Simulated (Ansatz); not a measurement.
**C$_{2}$H$_{4}$AlN (SMILES C=C=[N][AlH2]): density, localisation and related maps**

The calculation's input:

```
crystal:
  periodic: [false, false, false]
  atoms:
    - { symbol: C, position_ang: [-0.0888, 2.11494, 0.29727] }
    - { symbol: C, position_ang: [-0.03049, 0.83416, 0.11817] }
    - { symbol: "N", position_ang: [0.01767, -0.36456, -0.05376] }
    - { symbol: Al, position_ang: [0.08869, -2.11988, -0.30139] }
    - { symbol: H, position_ang: [0.7427, 2.75191, 0.06235] }
    - { symbol: H, position_ang: [-0.97005, 2.57679, 0.70013] }
    - { symbol: H, position_ang: [-0.31295, -2.73849, -1.65287] }
    - { symbol: H, position_ang: [0.55324, -3.05487, 0.8301] }
basis:
  gaussian: { orbitals: def2-SVP }
hamiltonian:
  xc: pbe0
  dispersion: d4
relax:
  f_tol: 0.02
  max_steps: 40
scf:
  lower_state_search: "off"
output:
  orbitals: {}
```

Command:

```sh
ansatz run input.yaml --threads 1 --pin off --max-ram 2048MiB --backend cpu --events-out ev --progress --plain --runs-dir out
```

The fields are those of the relaxed geometry.

Computed with RKS PBE0-D4/def2-SVP (Ansatz 0.2.0).

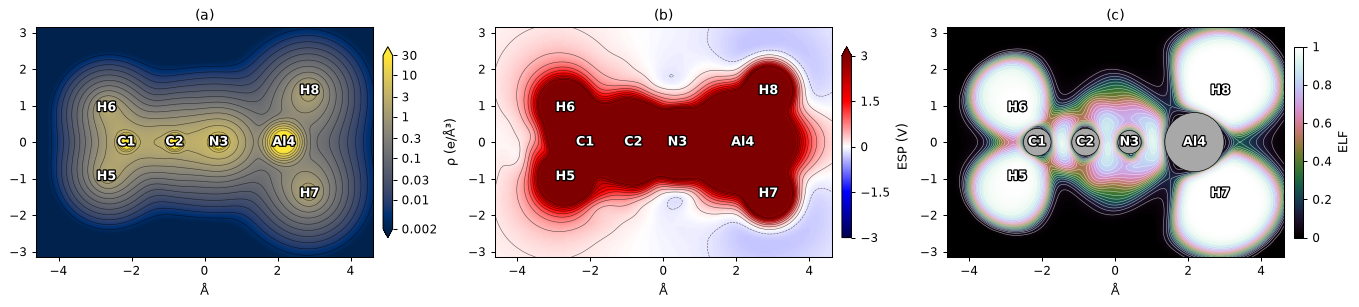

Figure 1. (a) total electron density; (b) electrostatic potential; (c) ELF on the molecular plane. Grey discs cover the atomic cores in the ELF map.

Question: Interpret the plot.

Answer: The section cuts through C, N, Al and H sites.
C–N (1.20 Å): the density is about 3.1 e/Å³ at the midpoint; the ELF peaks at about 0.90 between the atoms: a multiple bond.
C–C (1.32 Å): ρ is about 2.2 e/Å³ halfway; the ELF peaks at about 0.95 between the atoms; a short, multiple covalent bond.
Al–N (1.78 Å): ρ at the midpoint is about 0.75 e/Å³; the ELF peaks at about 0.95 in the valence shell of N, 0.6 Å from its nucleus, and is about 0.45 at the midpoint.
C–H (1.09 Å): ρ is about 1.9 e/Å³ halfway; the ELF climbs to about 1 towards the hydrogen, as it does in any bond to H (a covalent bond by its length).
Al–H (1.58 Å): the density is about 0.54 e/Å³ at the midpoint; the ELF climbs to about 1 towards the hydrogen.
Outside the dense part of the molecule the potential is most negative (−0.4 V) near H7 and H8.

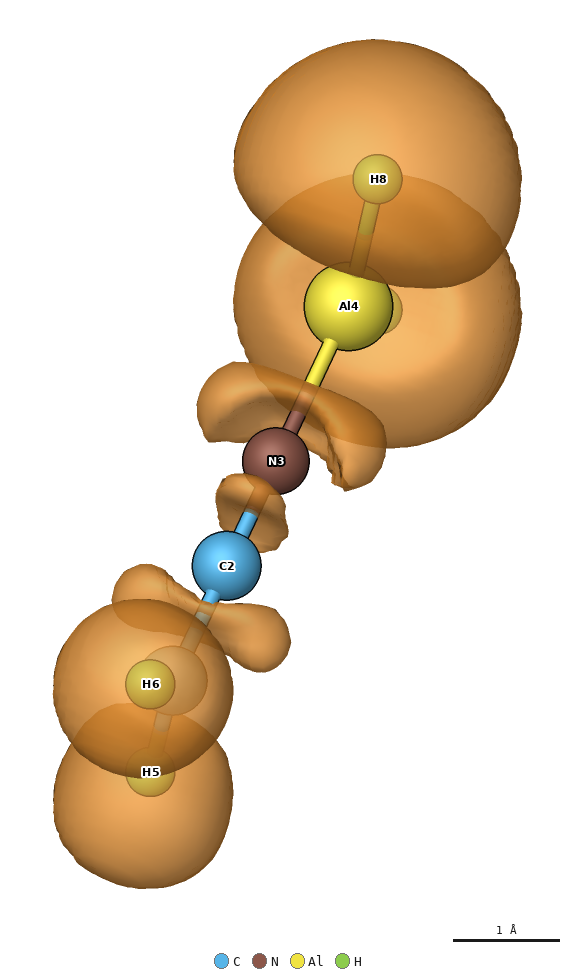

Figure 2. Isosurface of the ELF at 0.85 (orange), seen at an oblique angle. Core shells and regions of very low density are left out.

Question: Describe the localisation domains.

Answer: The ELF exceeds this value in one region between bonded C–C atoms (shared pairs), one region between bonded C–N atoms (shared pairs), four regions around hydrogen nuclei and one lobe of the valence shell of N pointing towards Al.

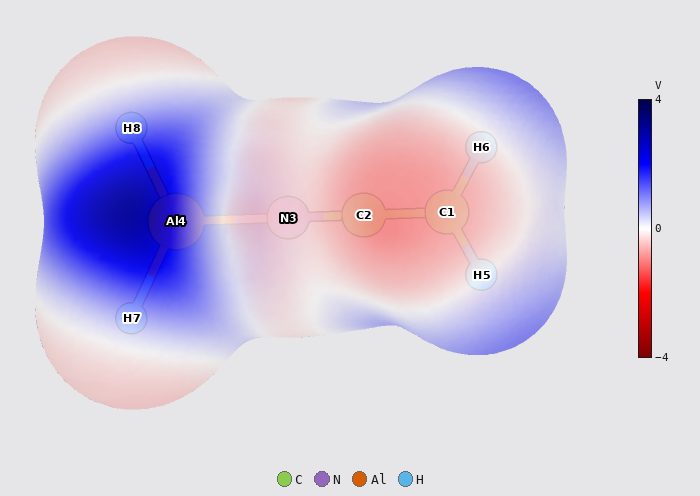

Figure 3. The electrostatic potential painted on the density surface at 0.002 e/bohr³, seen at a tilt; red is negative and blue positive.

Question: Where is the surface potential most negative and most positive?

Answer: The most negative region (about −0.9 V) lies over the π face of C1, the most positive (about +3.0 V) over Al4.

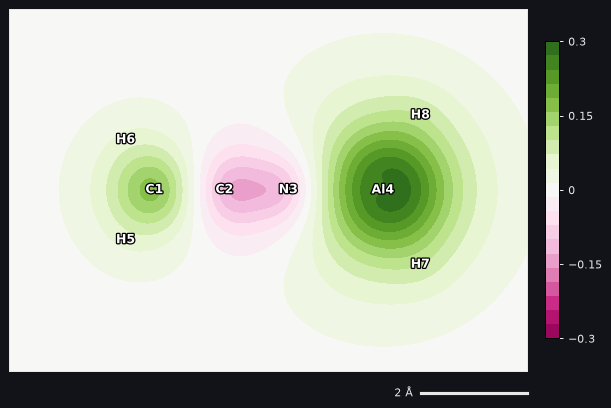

Figure 4. The LUMO on a plane 0.8 Å above the molecular plane (values in Å⁻³ᐟ²; the overall sign is arbitrary).

Question: What is the character of this orbital?

Answer: Its weight (Hirshfeld) is mainly on Al4 (about 70 %), C1 (about 5 %) and N3 (about 5 %); it changes sign across the molecular plane (π type). Its energy is −1.33 eV.
